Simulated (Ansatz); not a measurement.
# BH2+ (singlet): wave-function methods side by side at distance B1–H2 = 1.179 Å, aug-cc-pVTZ

Aim: climb from Hartree-Fock through coupled cluster and multireference methods for BH2+ (singlet) at one geometry and basis, and see what each rung misses.

The runs use Ansatz 0.2.0, Gaussian basis; aug-cc-pVTZ, core rule «outside noble gas», up to 1 orbitals frozen.

Plan: UHF; CCSD(T) on RHF; BCCD(T) on RHF; CCSDT(Q) on RHF; CASSCF and NEVPT2, 4 electrons in 6 orbitals; Full CI.

18 further runs of the same task are left out: 11 that didn't finish, 7 set aside as unsound or not needed.

## (1) What is computed

The geometry derives from a PBE0/def2-TZVP stationary point (not a proven minimum). One bond is set to the value named and the two fragments are kept rigid.

3 atoms, charge 1, spin multiplicity 1.

Atoms are counted from 1 here; the program's logs count them from 0.

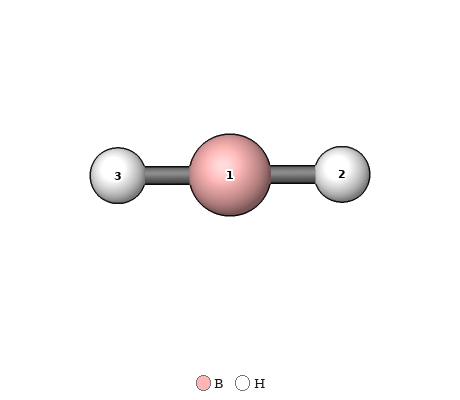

The geometry (boron pink, hydrogen white); atoms are numbered from 1 in the order of the file.

Coordinates:

```xyz
3

B     0.0000    0.0000    0.0000
H     0.0000    0.0000   -1.1792
H     0.0000    0.0000    1.1792
```

In the tables R marks a restricted determinant and U an unrestricted one; 'valence' is the active space of 4 electrons in 6 orbitals; energies count from the table's Hartree-Fock row.

## (2) UHF

Contents of in.yaml:

```yaml
crystal:
  periodic: [false, false, false]
  atoms:
    - {symbol: B, position_ang: [0.000000, 0.000000, 0.000000]}
    - {symbol: H, position_ang: [0.000000, 0.000000, -1.179181]}
    - {symbol: H, position_ang: [0.000000, 0.000000, 1.179181]}
basis:
  gaussian: {orbitals: aug-cc-pVTZ}
total_charge: 1
magnetization: {spin_polarized: true, initial_magnetization: 0}
hamiltonian: {xc: hf}
output: {orbitals: {seedname: orbitals}}
```

The run is started by

```sh
> ansatz run in.yaml --threads 1 --pin off --events-out ev --progress --plain --max-ram 2393MiB
```

Standard output:

```text
Functional definition: HF
  name "HF"
  cite "Fock, Z. Phys. 61, 126 (1930) doi:10.1007/BF01340294"
  parent pbe
  exchange = exact_x
  correlation = 0
404 factors; their error is unknown
mean field evaluation 1: about -693.0134 eV, gradient 5.8e0 eV
mean field evaluation 2: about -693.3089 eV, gradient 1.5e0 eV
mean field evaluation 4: about -693.3329 eV, gradient 9.4e-2 eV
mean field evaluation 8: about -693.3182 eV, gradient 1.2e-5 eV
mean field -693.31818755 eV, -25.4789734446 hartree, gradient 1.2e-5 eV, S^2 0.000000; 0 other end points of the search recorded, 0 dependent functions left out
reference -693.31818755 eV, -25.4789734446 hartree; 3, 3 occupied and 89, 89 virtual orbitals, 404 factors
Total energy: -693.31818755 eV, -25.4789734446 hartree
```

Wall time 0.18 s (1 thread of Arm Neoverse V2, shared host).

From the report: ⟨S²⟩ of the determinant 0.000 (pure singlet: 0.00).

The unrestricted search falls back on the restricted solution.

## (3) CCSD(T) on RHF

in.yaml, as its differences from that of step 2:

```diff
@@ -9,4 +9,4 @@
 total_charge: 1
-magnetization: {spin_polarized: true, initial_magnetization: 0}
-hamiltonian: {xc: hf}
-output: {orbitals: {seedname: orbitals}}
+magnetization: {spin_polarized: false}
+correlation: {method: ccsd_t, electrons: outside_noble_gas}
+output: {forces: true}
```

Same command.

Standard output, shortened:

```text
Functional definition: HF
  name "HF"
  cite "Fock, Z. Phys. 61, 126 (1930) doi:10.1007/BF01340294"
  parent pbe
[...]
516 factors; integrals over basis functions are off by at most 1.5e-3 eV
[...]
mean field -693.31819245 eV, -25.4789736244 hartree, gradient 9.9e-7 eV, S^2 0.000000; 0 other end points of the search recorded, 0 dependent functions left out
1 core orbitals not correlated: weight in the atoms' cores, before any rotation towards them, 1.000 or more for the frozen orbitals, at most 0.000 for the correlated occupied ones
reference -693.31819245 eV, -25.4789736244 hartree; 2, 2 occupied and 89, 89 virtual orbitals, 516 factors
second order -1.88091452 eV of doubles, -0.00000000 eV of singles
cycle   1  -2.20065783 eV  change   -3.2e-1 eV  update   3.8e-2
[...]
cycle   8  -2.33595934 eV  change   -9.8e-7 eV  update   3.8e-6
perturbative correction -0.02616403 eV, -0.0009615104 hartree
[...]
Total energy: -695.68031582 eV, -25.5657800572 hartree
Atom 0 at     0.000000     0.000000     0.000000 Å, force     0.000000    -0.000000     0.000000 eV/Å
Atom 1 at     0.000000     0.000000    -1.179181 Å, force     0.000000     0.000000     0.118398 eV/Å
Atom 2 at     0.000000     0.000000     1.179181 Å, force    -0.000000    -0.000000    -0.118398 eV/Å
Dipole moment:     0.000000    -0.000000    -0.000000 e Å
```

It took 5.5 s on 1 thread of Arm Neoverse V2, shared host; peak memory 0.37 GiB.

From the report: correlation -2.3621 eV; T1 0.006; largest double amplitude 0.06.

## (4) BCCD(T) on RHF

in.yaml, as its differences from that of step 3:

```diff
@@ -10,3 +10,2 @@
 magnetization: {spin_polarized: false}
-correlation: {method: ccsd_t, electrons: outside_noble_gas}
-output: {forces: true}
+correlation: {method: bccd_t, electrons: outside_noble_gas}
```

The command is unchanged.

Standard output, shortened:

```text
Functional definition: HF
  name "HF"
  cite "Fock, Z. Phys. 61, 126 (1930) doi:10.1007/BF01340294"
  parent pbe
[...]
516 factors; integrals over basis functions are off by at most 1.5e-3 eV
[...]
mean field -693.31819245 eV, -25.4789736244 hartree, gradient 9.9e-7 eV, S^2 0.000000; 0 other end points of the search recorded, 0 dependent functions left out
1 core orbitals not correlated: weight in the atoms' cores, before any rotation towards them, 1.000 or more for the frozen orbitals, at most 0.000 for the correlated occupied ones
reference -693.31819245 eV, -25.4789736244 hartree; 2, 2 occupied and 89, 89 virtual orbitals, 516 factors
second order -1.88091452 eV of doubles, -0.00000000 eV of singles
cycle   1  -2.20183366 eV  change   -3.2e-1 eV  update   3.8e-2
[...]
cycle   8  -2.33566484 eV  change   -1.3e-6 eV  update   3.7e-6
perturbative correction -0.02651145 eV, -0.0009742778 hartree
Total energy: -695.68036873 eV, -25.5657820019 hartree
```

It took 1.1 s on 1 thread of Arm Neoverse V2, shared host; peak memory 0.26 GiB.

From the report: correlation -2.3622 eV; largest double amplitude 0.06.

## (5) CCSDT(Q) on RHF

in.yaml, as its differences from that of step 4:

```diff
@@ -10,2 +10,2 @@
 magnetization: {spin_polarized: false}
-correlation: {method: bccd_t, electrons: outside_noble_gas}
+correlation: {method: ccsdt_q, electrons: outside_noble_gas}
```

The command is unchanged.

Standard output, shortened:

```text
Functional definition: HF
  name "HF"
  cite "Fock, Z. Phys. 61, 126 (1930) doi:10.1007/BF01340294"
  parent pbe
[...]
999 factors; integrals over basis functions are off by at most 2.2e-7 eV
[...]
mean field -693.31819309 eV, -25.4789736483 hartree, gradient 1.1e-6 eV, S^2 0.000000; 0 other end points of the search recorded, 0 dependent functions left out
1 core orbitals not correlated: weight in the atoms' cores, before any rotation towards them, 1.000 or more for the frozen orbitals, at most 0.000 for the correlated occupied ones
reference -693.31819309 eV, -25.4789736483 hartree; 2, 2 occupied and 89, 89 virtual orbitals, 999 factors
second order -1.88092863 eV of doubles, -0.00000000 eV of singles
cycle   1  -2.20064558 eV  change   -3.2e-1 eV  update   4.0e-2
[...]
cycle  11  -2.36877931 eV  change   -8.5e-9 eV  update   2.0e-7
perturbative correction -0.00046125 eV, -0.0000169507 hartree
Total energy: -695.68743365 eV, -25.5660416329 hartree
```

It took 10 s on 1 thread of Arm Neoverse V2, shared host; peak memory 0.43 GiB.

From the report: correlation -2.3692 eV; T1 0.006; largest double amplitude 0.06.

## (6) CASSCF and NEVPT2, 4 electrons in 6 orbitals

in.yaml, as its differences from that of step 5:

```diff
@@ -9,3 +9,2 @@
 total_charge: 1
-magnetization: {spin_polarized: false}
-correlation: {method: ccsdt_q, electrons: outside_noble_gas}
+correlation: {method: sc_nevpt2, electrons: outside_noble_gas, active_space: {window: {electrons: 4, orbitals: 6}, shells: [{species: B, l: s, shell: 2}, {species: B, l: p, shell: 2}, {species: H, l: s, shell: 1}]}}
```

Launched as before.

Standard output:

```text
Functional definition: HF
  name "HF"
  cite "Fock, Z. Phys. 61, 126 (1930) doi:10.1007/BF01340294"
  parent pbe
  exchange = exact_x
  correlation = 0
999 factors; integrals over basis functions are off by at most 2.2e-7 eV
mean field evaluation 1: about -693.0002 eV, gradient 8.2e0 eV
mean field evaluation 2: about -693.0001 eV, gradient 8.2e0 eV
mean field evaluation 4: about -693.3181 eV, gradient 1.3e-1 eV
mean field evaluation 8: about -693.3182 eV, gradient 1.5e-4 eV
mean field -693.31819309 eV, -25.4789736483 hartree, gradient 1.1e-6 eV, S^2 0.000000; 0 other end points of the search recorded, 0 dependent functions left out
reference -693.31819309 eV, -25.4789736483 hartree; 3, 3 occupied and 89, 89 virtual orbitals, 999 factors
state -694.44889233 eV, -25.5205260786 hartree
state -694.44889233 eV, -25.5205260786 hartree; corrected -695.42646522 eV, -25.5564512197 hartree
Total energy: -695.42646522 eV, -25.5564512197 hartree
Checks for a lower state left out: starts, orbital_swaps
```

Run time: 1.2 s. Hardware: 1 thread of Arm Neoverse V2, shared host.

From the report: 37 determinants; active occupations 1.98, 1.97, 0.02, 0.01, 0.01, 0.01.

## (7) Full CI

Contents of in.yaml:

```yaml
crystal:
  periodic: [false, false, false]
  atoms:
    - {symbol: B, position_ang: [0.000000, 0.000000, 0.000000]}
    - {symbol: H, position_ang: [0.000000, 0.000000, -1.179181]}
    - {symbol: H, position_ang: [0.000000, 0.000000, 1.179181]}
basis:
  gaussian: {orbitals: aug-cc-pVTZ}
total_charge: 1
correlation: {method: fci, electrons: outside_noble_gas}
```

Same command.

Standard output:

```text
Functional definition: HF
  name "HF"
  cite "Fock, Z. Phys. 61, 126 (1930) doi:10.1007/BF01340294"
  parent pbe
  exchange = exact_x
  correlation = 0
999 factors; integrals over basis functions are off by at most 2.2e-7 eV
mean field evaluation 1: about -693.0002 eV, gradient 8.2e0 eV
mean field evaluation 2: about -693.0001 eV, gradient 8.2e0 eV
mean field evaluation 4: about -693.3181 eV, gradient 1.3e-1 eV
mean field evaluation 8: about -693.3182 eV, gradient 1.5e-4 eV
mean field -693.31819309 eV, -25.4789736483 hartree, gradient 1.1e-6 eV, S^2 0.000000; 0 other end points of the search recorded, 0 dependent functions left out
1 core orbitals not correlated: weight in the atoms' cores, before any rotation towards them, 1.000 or more for the frozen orbitals, at most 0.000 for the correlated occupied ones
reference -693.31819309 eV, -25.4789736483 hartree; 2, 2 occupied and 89, 89 virtual orbitals, 999 factors
state -695.68758023 eV, -25.5660470195 hartree
Total energy: -695.68758023 eV, -25.5660470195 hartree
```

Run time: 18 s. Hardware: 1 thread of Arm Neoverse V2, shared host; peak memory 0.48 GiB.

From the report: 2,144,241 determinants, symmetry Ag.

## (8) Natural occupations

Natural occupations of the FCI state about the gap (report; correlated orbitals 1 to 10): 1.959, 1.952, 0.018, 0.016, 0.016, 0.012, 0.007, 0.007, 0.005, 0.003. The count of effectively unpaired electrons, Σ n²(2 − n)², is 0.02; a single determinant of this spin has 0.

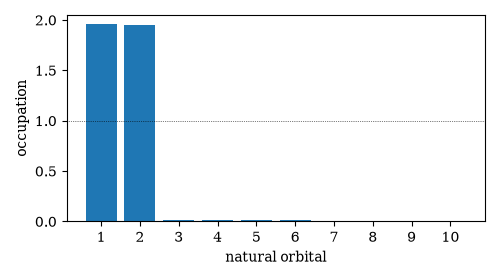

Natural occupations of the FCI state.

## (9) All levels against the top one

The yardstick is full CI for this spin, exact in this basis with these frozen cores. Rows without a time come out of other runs: HF, MP2 and CCSD of CCSD(T), CCSDT of CCSDT(Q), CASSCF and MRCISD of the multireference runs. The times of RCCSD(T) include forces.

Differences are taken before rounding.

| method | energy from the lowest RHF (meV) | from FCI (meV) | time |
| --- | --- | --- | --- |
| RHF | 0.0 | +2369.4 |  |
| RMP2 | -1880.9 | +488.5 |  |
| RCCSD | -2336.0 | +33.4 |  |
| RCCSD(T) | -2362.1 | +7.3 | 5.5 s |
| BCCD(T) | -2362.2 | +7.2 | 1.1 s |
| RCCSDT | -2368.8 | +0.6 |  |
| RCCSDT(Q) | -2369.2 | +0.1 | 10 s |
| CASSCF valence | -1130.7 | +1238.7 |  |
| NEVPT2 valence | -2108.3 | +261.1 | 1.2 s |
| FCI | -2369.4 | 0 | 18 s |

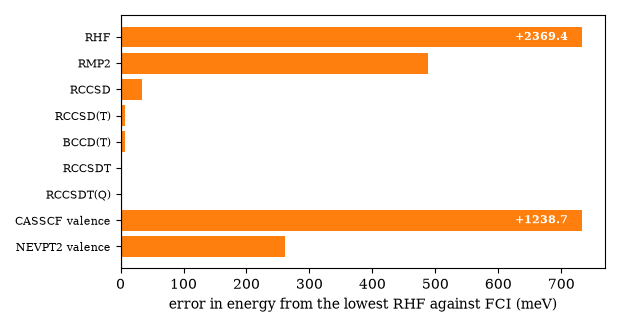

Error of each method against FCI. Bars with a number in them are cut short.

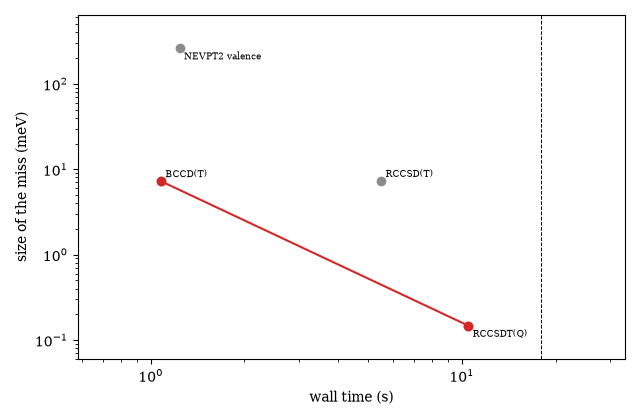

Miss against cost. Red marks the levels that no quicker level drawn beats (of those quicker than the yardstick), and the dashed line is the time of FCI. Times are from a shared host.

## (10) Outcome

```
                         quantity                                        value
         FCI below the RHF energy                                   -2.3694 eV
                    RMP2 from FCI                                   +488.5 meV
                   RCCSD from FCI                                    +33.4 meV
                RCCSD(T) from FCI                                     +7.3 meV
               RCCSDT(Q) from FCI                                     +0.1 meV
          NEVPT2 valence from FCI                                   +261.1 meV
levels within 1 kcal/mol (43 meV)  RCCSD, RCCSD(T), BCCD(T), RCCSDT, RCCSDT(Q)
                    T1 diagnostic                                        0.006
   effectively unpaired electrons                                         0.02
```

What this shows: RCCSD(T) lands +7.3 meV from the yardstick (0.3 % of the correlation energy). One determinant dominates. These misses are within one basis, not against nature.

For cost: RCCSDT(Q) gets within 0.1 meV in 10 s, where FCI took 18 s; the quickest level in the cost chart, BCCD(T), takes 1.1 s and misses by 7.2 meV.
